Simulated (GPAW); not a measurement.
# Work function of WSi2As4 monolayer at several levels

Aim: the work function of both faces of WSi2As4 monolayer, and its spread over functionals and bases. Where a layer proves gapped, the work function hangs on where the smearing puts the Fermi level, and the band edges take its place.

Method: GPAW, PAW setups; layer in a repeated cell with vacuum, relaxation of atoms and in-plane cell, in the first sound run; inputs show where later runs differ, in GPAW 26.7.0.

### Step 1. Set-up

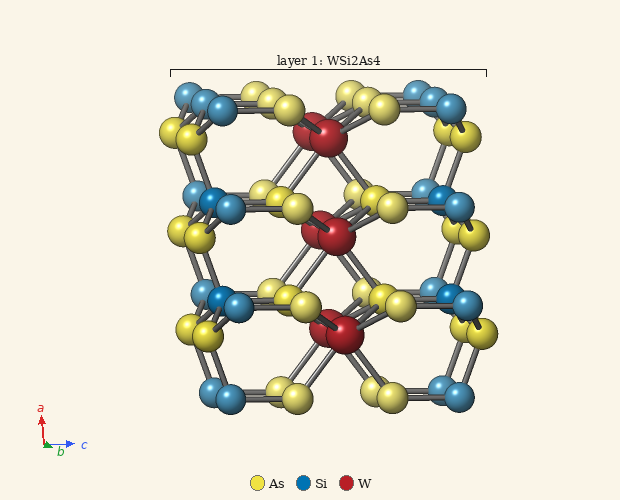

The starting structure, seen from the side, with the c axis across the page (arsenic yellow, silicon blue, tungsten red). 2×1×1 cells are drawn. Some periodic images of atoms are drawn too.

The cell holds 7 atoms: 4 As, 2 Si and 1 W. Cell: a = 3.630 Å, b = 3.630 Å, c = 27.155 Å, α = 90.0°, β = 90.0°, γ = 120.0°. Vacuum lies along c.

### Step 2. Relaxation

The atoms are relaxed first, since the surface dipole, and with it the work function, follows the positions of the outer layers.

Input file run.py:

```python
import json
import numpy as np
from ase import Atoms
from ase.filters import FrechetCellFilter
from ase.optimize import BFGS
from gpaw import GPAW, PW

slab = Atoms(
    ['As', 'Si', 'As', 'W', 'As', 'Si', 'As'],
    positions=[
        [0.00000, 0.00000, 9.00000],
        [-0.00000, 2.09578, 9.76197],
        [-0.00000, 2.09578, 11.99197],
        [0.00000, 0.00000, 13.57756],
        [-0.00000, 2.09578, 15.16314],
        [-0.00000, 2.09578, 17.39314],
        [0.00000, 0.00000, 18.15511]],
    cell=[[3.63, 0.0, 0.0], [-1.815, 3.14367, 0.0], [0.0, 0.0, 27.1551]],
    pbc=[True, True, True])

slab.calc = GPAW(mode=PW(600), xc='PBE', kpts={'size': (9, 9, 1), 'gamma': True},
                 occupations={'name': 'fermi-dirac', 'width': 0.05}, nbands='200%',
                 convergence={'density': 1e-05}, maxiter=200,
                 symmetry={'tolerance': 1e-3}, txt='slab.txt')
result = {}
# The in-plane cell is free; stress needs a cell that repeats along all three vectors
path = []
opt = BFGS(FrechetCellFilter(slab, mask=[1, 1, 0, 0, 0, 1]), maxstep=0.2)
opt.attach(lambda: path.append((slab.get_potential_energy(), slab.positions.tolist(), slab.get_forces().tolist())))
result['relaxed'] = bool(opt.run(fmax=0.02, steps=45))
result['path'] = path
result['cell'] = slab.cell.tolist()
print('in-plane lattice', slab.cell.cellpar().round(4)[[0, 1, 5]])
energy = slab.get_potential_energy()
fermi = slab.calc.get_fermi_level()
v = slab.calc.get_electrostatic_potential().mean((0, 1)) - fermi
n = slab.calc.get_pseudo_density().mean((0, 1))
L = slab.cell[2, 2]
z = np.arange(len(v)) * L / len(v)
low, high = slab.positions[:, 2].min(), slab.positions[:, 2].max()
below, above = np.interp([low - 6.8, high + 6.8], z, v)
slopes = [np.interp(x, z, np.gradient(v, z)) for x in (low - 6.8, high + 6.8)]
eps = np.array([[slab.calc.get_eigenvalues(k, s) for k in range(len(slab.calc.get_ibz_k_points()))]
                for s in range(slab.calc.get_number_of_spins())]) - fermi
top, bottom = eps[eps < 0].max(), eps[eps > 0].min()
dipole = slab.get_dipole_moment()[2]
print(f'energy {energy:.4f} eV, Fermi level {fermi:.4f} eV, dipole {dipole:.5f} e A')
print(f'potential 6.8 A off the faces, from the Fermi level: lower {below:.4f} eV, upper {above:.4f} eV')
print(f'slope of the potential there: lower {slopes[0]:.5f}, upper {slopes[1]:.5f} eV/A')
print(f'nearest levels on the mesh: {top:.4f} and {bottom:.4f} eV')
print('magnetic moment', round(slab.get_magnetic_moment(), 3))
result.update(energy=energy, fermi=fermi, dipole=dipole, below=below, above=above, slopes=slopes, edges=[top, bottom],
              z=z.tolist(), v=v.tolist(), n=n.tolist(), positions=slab.positions.tolist(),
              forces=slab.get_forces(apply_constraint=False).tolist(), moments=slab.get_magnetic_moments().tolist())
json.dump(result, open('result.json', 'w'))
```

Started as:

```
OMP_NUM_THREADS=1 OPENBLAS_NUM_THREADS=1 python run.py
```

Output:

```text
Step          Energy          fmax
BFGS:    0      -39.636274        3.314994
BFGS:    1      -40.220978        2.833288
BFGS:    2      -41.073187        1.078373
BFGS:    3      -41.128056        0.494717
BFGS:    4      -41.143457        0.479906
BFGS:    5      -41.237467        0.442792
BFGS:    6      -41.257518        0.405755
BFGS:    7      -41.272976        0.268172
BFGS:    8      -41.278051        0.220402
BFGS:    9      -41.280580        0.173667
BFGS:   10      -41.283693        0.177190
BFGS:   11      -41.287989        0.201165
BFGS:   12      -41.290934        0.119815
BFGS:   13      -41.291707        0.027957
BFGS:   14      -41.291769        0.002396
in-plane lattice [  3.614   3.614 120.   ]
energy -41.2917 eV, Fermi level 0.9850 eV, dipole 0.00012 e A
potential 6.8 A off the faces, from the Fermi level: lower 4.4476 eV, upper 4.4470 eV
slope of the potential there: lower 0.00012, upper 0.00017 eV/A
nearest levels on the mesh: -0.3505 and 0.3606 eV
magnetic moment 0.0
```

The job ended after 31 min (1 thread of Arm Neoverse V1, shared host; peak memory 0.56 GiB).

This step gave:

* dipole along the normal: 1.19e-4 e·Å
* levels nearest the Fermi level on the mesh: -0.3505, 0.3606 eV from the Fermi level

The electrostatic potential energy of an electron (without an applied field's), less the Fermi level, planar mean oscillates, so the rows of the table below give means over windows of 1.7 Å about each position, cut where the curve ends. Its maxima inside the range that stand out by 2 % of the span (Å: eV): 9.2: -9.94, 10.9: 1.47, 12.7: -6.58, 14.4: -6.58, 16.2: 1.47, 17.9: -9.94. Its minima: 8.7: -15.0, 9.7: -12.0, 12.1: -13.6, 13.6: -18.2, 15.0: -13.6, 17.5: -12.0, 18.5: -15.0.

Table of electrostatic potential energy of an electron (without an applied field's), less the Fermi level, planar mean by z; means over each step:

```csv
z (Å),"electrostatic potential energy of an electron (without an applied field's), less the Fermi level, planar mean (eV)"
0.85,4.45
2.55,4.45
4.25,4.45
5.95,4.39
7.65,-1.25
9.35,-11.1
11.05,-2.05
12.75,-11.5
14.45,-11.3
16.15,-1.87
17.85,-11.3
19.55,-0.780
21.25,4.39
22.95,4.45
24.65,4.45
26.35,4.45
```

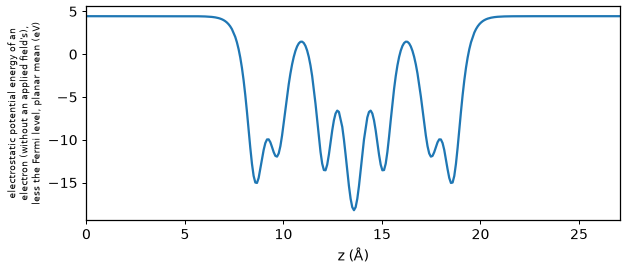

Electrostatic potential energy of an electron (without an applied field's), less the Fermi level, planar mean against z.

The pseudo valence density, planar mean oscillates, so the rows of the table below give means over windows of 2 Å about each position, cut where the curve ends. Its maxima inside the range that stand out by 2 % of the span (Å: e/Å³): 8.1: 0.263, 9.2: 0.396, 11.7: 0.249, 13.6: 1.19, 15.4: 0.249, 18.0: 0.396, 19.0: 0.263. Its minima: 8.5: 0.185, 10.9: 0.130, 12.1: 0.175, 15.1: 0.175, 16.3: 0.130, 18.7: 0.185.

Pseudo valence density, planar mean against z; means over each step:

```csv
z (Å),"pseudo valence density, planar mean (e/Å³)"
4,1.5e-5
6,0.00416
8,0.178
10,0.221
12,0.275
14,0.657
16,0.177
18,0.268
20,0.0750
22,3.8e-4
24,1.5e-6
```

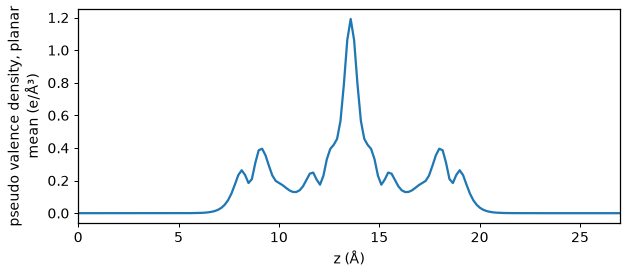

Pseudo valence density, planar mean against z.

The relaxation lowered the energy of the cell by 1.66 eV (energies extrapolated to zero smearing; the optimiser's log prints free energies). The largest force left on a free atom is 0.0017 eV/Å.

### Step 3. Plane waves, PBE

The work function is the vacuum plateau of the electrostatic potential less the Fermi level; a dipole layer lets the two faces have plateaus of their own.

This step: GPAW, PAW setups; slab in vacuum (GPAW 26.7.0).

The cell differs from the one that the last finished run ended in (c 27.155 → 28.000 Å).

run.py: that of step 2 with these lines changed.

```diff
@@ -3,4 +3,2 @@
 from ase import Atoms
-from ase.filters import FrechetCellFilter
-from ase.optimize import BFGS
 from gpaw import GPAW, PW
@@ -10,25 +8,18 @@
     positions=[
-        [0.00000, 0.00000, 9.00000],
-        [-0.00000, 2.09578, 9.76197],
-        [-0.00000, 2.09578, 11.99197],
-        [0.00000, 0.00000, 13.57756],
-        [-0.00000, 2.09578, 15.16314],
-        [-0.00000, 2.09578, 17.39314],
-        [0.00000, 0.00000, 18.15511]],
-    cell=[[3.63, 0.0, 0.0], [-1.815, 3.14367, 0.0], [0.0, 0.0, 27.1551]],
-    pbc=[True, True, True])
+        [-0.00000, 0.00000, 9.00000],
+        [-0.00000, 2.08655, 10.12545],
+        [-0.00000, 2.08655, 12.50330],
+        [-0.00000, 0.00000, 13.99987],
+        [-0.00000, 2.08655, 15.49644],
+        [-0.00000, 2.08655, 17.87429],
+        [-0.00000, 0.00000, 18.99974]],
+    cell=[[3.61402, 0.0, 0.0], [-1.80701, 3.12983, 0.0], [0.0, 0.0, 27.9997]],
+    pbc=[True, True, False])
 
-slab.calc = GPAW(mode=PW(600), xc='PBE', kpts={'size': (9, 9, 1), 'gamma': True},
+slab.calc = GPAW(mode=PW(400), xc='PBE', kpts={'size': (9, 9, 1), 'gamma': True},
                  occupations={'name': 'fermi-dirac', 'width': 0.05}, nbands='200%',
                  convergence={'density': 1e-05}, maxiter=200,
+                 poissonsolver={'dipolelayer': 'xy'},
                  symmetry={'tolerance': 1e-3}, txt='slab.txt')
 result = {}
-# The in-plane cell is free; stress needs a cell that repeats along all three vectors
-path = []
-opt = BFGS(FrechetCellFilter(slab, mask=[1, 1, 0, 0, 0, 1]), maxstep=0.2)
-opt.attach(lambda: path.append((slab.get_potential_energy(), slab.positions.tolist(), slab.get_forces().tolist())))
-result['relaxed'] = bool(opt.run(fmax=0.02, steps=45))
-result['path'] = path
-result['cell'] = slab.cell.tolist()
-print('in-plane lattice', slab.cell.cellpar().round(4)[[0, 1, 5]])
 energy = slab.get_potential_energy()
```

Output:

```text
energy -41.2751 eV, Fermi level 0.8213 eV, dipole 0.00072 e A
potential 6.8 A off the faces, from the Fermi level: lower 4.4540 eV, upper 4.4403 eV
slope of the potential there: lower -0.00004, upper 0.00004 eV/A
nearest levels on the mesh: -0.3505 and 0.3606 eV
magnetic moment 0.0
```

It took 96 s on 1 thread; peak memory 0.27 GiB.

Numbers from this step:

* dipole along the normal: 7.19e-4 e·Å
* upper work function: 4.440 eV
* lower work function: 4.454 eV
* upper ionisation energy: 4.791 eV

The electrostatic potential energy of an electron (without an applied field's), less the Fermi level, planar mean oscillates, so the rows of the table below give means over windows of 2 Å about each position, cut where the curve ends. Its maxima inside the range that stand out by 2 % of the span (Å: eV): 9.6: -9.90, 11.3: 1.48, 13.2: -6.57, 14.8: -6.58, 16.7: 1.47, 18.4: -9.91. Its minima: 9.0: -15.1, 10.1: -12.0, 12.5: -13.6, 14.0: -18.2, 15.5: -13.6, 17.9: -12.0, 19.0: -15.1.

The electrostatic potential energy of an electron (without an applied field's), less the Fermi level, planar mean by z; means over each step:

```csv
z (Å),"electrostatic potential energy of an electron (without an applied field's), less the Fermi level, planar mean (eV)"
0,4.45
2,4.45
4,4.45
6,4.43
8,-1.16
10,-9.22
12,-5.25
14,-11.3
16,-5.25
18,-9.23
20,-1.17
22,4.41
24,4.44
26,4.44
```

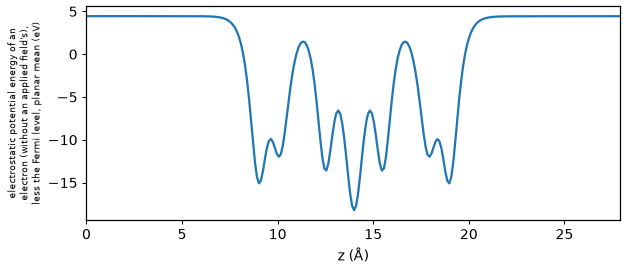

Electrostatic potential energy of an electron (without an applied field's), less the Fermi level, planar mean against z.

The pseudo valence density, planar mean oscillates, so the rows of the table below give means over windows of 2 Å about each position, cut where the curve ends. Its maxima inside the range that stand out by 2 % of the span (Å: e/Å³): 8.5: 0.258, 9.5: 0.399, 12.0: 0.251, 14.1: 1.14, 16.0: 0.251, 18.5: 0.399, 19.5: 0.258. Its minima: 8.9: 0.184, 11.2: 0.129, 12.4: 0.175, 15.6: 0.175, 16.8: 0.129, 19.1: 0.184.

The pseudo valence density, planar mean by z; means over each step:

```csv
z (Å),"pseudo valence density, planar mean (e/Å³)"
4,4.7e-6
6,0.00128
8,0.121
10,0.253
12,0.210
14,0.685
16,0.210
18,0.253
20,0.121
22,0.00128
24,4.7e-6
```

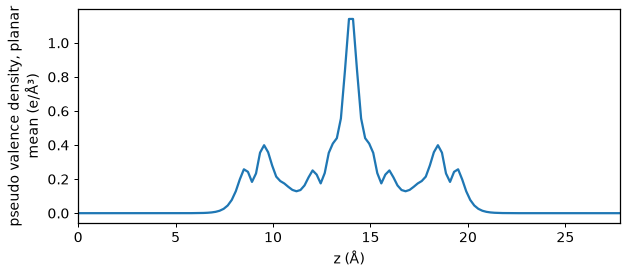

Pseudo valence density, planar mean against z.

The layer is gapped, so the Fermi level lies somewhere inside the gap, set by smearing and numerics, and these work functions are no property of the material; the band edges below the vacuum level are. The potential is flat to 4.2e-5 eV/Å where it is read, so the vacuum is wide enough.

### Step 4. Self-consistent run: xc = "LDA"

The same geometry under LDA, to see how far the functional moves the levels against the vacuum.

run.py: that of step 3 with these lines changed.

```diff
@@ -18,3 +18,3 @@
 
-slab.calc = GPAW(mode=PW(400), xc='PBE', kpts={'size': (9, 9, 1), 'gamma': True},
+slab.calc = GPAW(mode=PW(400), xc='LDA', kpts={'size': (9, 9, 1), 'gamma': True},
                  occupations={'name': 'fermi-dirac', 'width': 0.05}, nbands='200%',
```

Output:

```text
energy -46.2628 eV, Fermi level 0.5279 eV, dipole 0.00072 e A
potential 6.8 A off the faces, from the Fermi level: lower 4.7309 eV, upper 4.7172 eV
slope of the potential there: lower -0.00004, upper 0.00004 eV/A
nearest levels on the mesh: -0.3518 and 0.3615 eV
magnetic moment 0.0
```

Run time: 90 s. Hardware: 1 thread; peak memory 0.27 GiB.

This step gave:

* dipole along the normal: 7.17e-4 e·Å
* levels nearest the Fermi level on the mesh: -0.3518, 0.3615 eV from the Fermi level
* upper work function: 4.717 eV
* lower work function: 4.731 eV
* upper ionisation energy: 5.069 eV

The electrostatic potential energy of an electron (without an applied field's), less the Fermi level, planar mean oscillates, so the rows of the table below give means over windows of 2.5 Å about each position, cut where the curve ends. Its maxima inside the range that stand out by 2 % of the span (Å: eV): 9.6: -9.61, 11.3: 1.76, 13.2: -6.21, 14.8: -6.21, 16.7: 1.75, 18.4: -9.62. Its minima: 9.0: -14.8, 10.1: -11.7, 12.5: -13.2, 14.0: -17.9, 15.5: -13.3, 17.9: -11.7, 19.0: -14.8.

Electrostatic potential energy of an electron (without an applied field's), less the Fermi level, planar mean against z; means over each step:

```csv
z (Å),"electrostatic potential energy of an electron (without an applied field's), less the Fermi level, planar mean (eV)"
0.0,4.73
2.5,4.73
5.0,4.73
7.5,2.01
10.0,-8.34
12.5,-6.75
15.0,-10.3
17.5,-5.40
20.0,-1.65
22.5,4.71
25.0,4.72
27.5,4.72
```

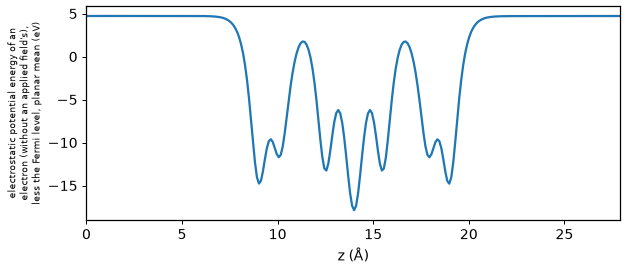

Electrostatic potential energy of an electron (without an applied field's), less the Fermi level, planar mean against z.

The pseudo valence density, planar mean oscillates, so the rows of the table below give means over windows of 2.5 Å about each position, cut where the curve ends. Its maxima inside the range that stand out by 2 % of the span (Å: e/Å³): 8.5: 0.259, 9.5: 0.400, 12.0: 0.253, 14.1: 1.14, 16.0: 0.253, 18.5: 0.400, 19.5: 0.259. Its minima: 8.9: 0.184, 11.2: 0.128, 12.4: 0.174, 15.6: 0.174, 16.8: 0.128, 19.1: 0.184.

Pseudo valence density, planar mean against z; means over each step:

```csv
z (Å),"pseudo valence density, planar mean (e/Å³)"
2.5,0
5.0,1.2e-4
7.5,0.0769
10.0,0.237
12.5,0.324
15.0,0.503
17.5,0.221
20.0,0.123
22.5,5.0e-4
25.0,0
```

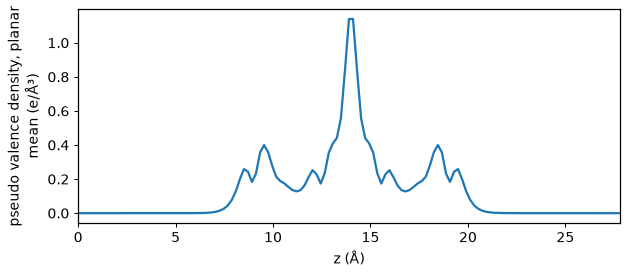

Pseudo valence density, planar mean against z.

Force by atom:

```csv
atom,x (eV/Å),y (eV/Å),z (eV/Å),size
As1,0.000,0.000,0.384,0.384
Si2,0.000,0.000,-0.051,0.051
As3,0.000,0.000,0.364,0.364
W4,0.000,0.000,0.000,0.000
As5,0.000,0.000,-0.364,0.364
Si6,0.000,0.000,0.051,0.051
As7,0.000,0.000,-0.384,0.384
```

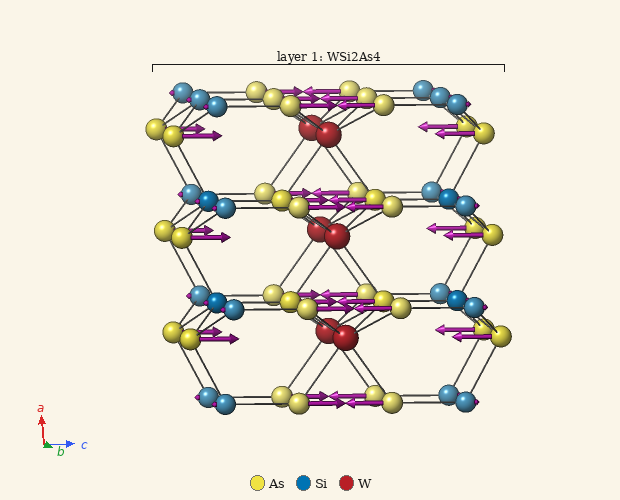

Force as arrows, the longest 0.384 eV/Å. 2×1×1 cells are drawn. Some periodic images of atoms are drawn too.

The highest filled level lies 0.352 eV under the Fermi level, so the ionisation energy from the upper face is 4.717 + 0.352 = 5.069 eV, against 4.791 eV in the base run.

### Step 5. Self-consistent run: xc = "revPBE"

The same geometry under revPBE, to see how far the functional moves the levels against the vacuum.

run.py: that of step 4 with these lines changed.

```diff
@@ -18,3 +18,3 @@
 
-slab.calc = GPAW(mode=PW(400), xc='LDA', kpts={'size': (9, 9, 1), 'gamma': True},
+slab.calc = GPAW(mode=PW(400), xc='revPBE', kpts={'size': (9, 9, 1), 'gamma': True},
                  occupations={'name': 'fermi-dirac', 'width': 0.05}, nbands='200%',
```

Output:

```text
energy -39.1511 eV, Fermi level 0.9159 eV, dipole 0.00072 e A
potential 6.8 A off the faces, from the Fermi level: lower 4.3494 eV, upper 4.3358 eV
slope of the potential there: lower -0.00004, upper 0.00004 eV/A
nearest levels on the mesh: -0.3499 and 0.3593 eV
magnetic moment 0.0
```

Wall time 95 s (1 thread); peak memory 0.27 GiB.

Numbers from this step:

```
dipole along the normal                    : 7.19e-4 e·Å
levels nearest the Fermi level on the mesh : -0.3499, 0.3593 eV from the Fermi level
upper work function                        : 4.336 eV
lower work function                        : 4.349 eV
upper ionisation energy                    : 4.686 eV
```

The highest filled level lies 0.350 eV under the Fermi level, so the ionisation energy from the upper face is 4.336 + 0.350 = 4.686 eV, against 4.791 eV in the base run.

### Step 6. OptPBE vdW: xc = "optPBE-vdW"

The same geometry under optPBE-vdW, to see how far the functional moves the levels against the vacuum (the van der Waals functionals take revPBE setups).

run.py: that of step 5 with these lines changed.

```diff
@@ -18,3 +18,3 @@
 
-slab.calc = GPAW(mode=PW(400), xc='revPBE', kpts={'size': (9, 9, 1), 'gamma': True},
+slab.calc = GPAW(mode=PW(400), xc='optPBE-vdW', kpts={'size': (9, 9, 1), 'gamma': True},
                  occupations={'name': 'fermi-dirac', 'width': 0.05}, nbands='200%',
```

Output:

```text
energy -114.8535 eV, Fermi level 0.6955 eV, dipole 0.00072 e A
potential 6.8 A off the faces, from the Fermi level: lower 4.6765 eV, upper 4.6629 eV
slope of the potential there: lower -0.00004, upper 0.00004 eV/A
nearest levels on the mesh: -0.3564 and 0.3648 eV
magnetic moment 0.0
```

It took 1.9 min on 1 thread; peak memory 0.49 GiB.

This step gave:

```
levels nearest the Fermi level on the mesh : -0.3564, 0.3648 eV from the Fermi level
upper work function                        : 4.663 eV
lower work function                        : 4.677 eV
upper ionisation energy                    : 5.019 eV
```

The highest filled level lies 0.356 eV under the Fermi level, so the ionisation energy from the upper face is 4.663 + 0.356 = 5.019 eV, against 4.791 eV in the base run.

### Step 7. Self-consistent run: xc = "RPBE"

The same geometry under RPBE, to see how far the functional moves the levels against the vacuum.

run.py: that of step 6 with these lines changed.

```diff
@@ -18,3 +18,3 @@
 
-slab.calc = GPAW(mode=PW(400), xc='optPBE-vdW', kpts={'size': (9, 9, 1), 'gamma': True},
+slab.calc = GPAW(mode=PW(400), xc='RPBE', kpts={'size': (9, 9, 1), 'gamma': True},
                  occupations={'name': 'fermi-dirac', 'width': 0.05}, nbands='200%',
```

Output:

```text
energy -38.7782 eV, Fermi level 0.9322 eV, dipole 0.00072 e A
potential 6.8 A off the faces, from the Fermi level: lower 4.3454 eV, upper 4.3317 eV
slope of the potential there: lower -0.00004, upper 0.00004 eV/A
nearest levels on the mesh: -0.3495 and 0.3588 eV
magnetic moment 0.0
```

Elapsed: 95 s, on 1 thread; peak memory 0.27 GiB.

Numbers from this step:

| Quantity | Value |
| --- | --- |
| levels nearest the Fermi level on the mesh | -0.3495, 0.3588 eV from the Fermi level |
| upper work function | 4.332 eV |
| lower work function | 4.345 eV |
| upper ionisation energy | 4.681 eV |

The highest filled level lies 0.350 eV under the Fermi level, so the ionisation energy from the upper face is 4.332 + 0.350 = 4.681 eV, against 4.791 eV in the base run.

(Part 1 of 2 ends here.)

[Logs are printed without paths, hosts, clocks, repeated set-up lines and the standing remarks that a program may print on its own settings, such as how far it seeks lower states.]

[Hosts, paths, dates, database ids (printed as entryN), source tags and the programs' standing remarks are cut or masked in the printed files.]
